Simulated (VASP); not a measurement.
Band structure of TaS2 (relaxed from the layer:2H-MoS2 structure). Calculation: PBEsol GGA, VASP's PBE PAW potentials (set 64) (plane waves; VASP).

The cell holds a wide vacuum, so values per volume refer to the whole cell. Unless said otherwise, spin-orbit coupling is left out, though it shifts the bands of the heavy elements here.

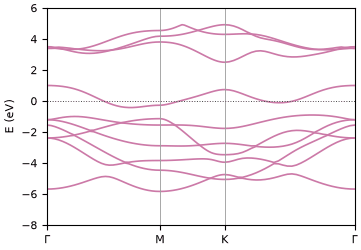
*Bands along high-symmetry lines, zero at the valence-band maximum or, without a gap, the Fermi level*

Read the plot: is there a gap, and where are the band edges?

It has no gap at this level: it comes out as a metal or semimetal. (Edges off the drawn lines would not show.)

The cell is a sheet with vacuum, built from a generated structure.
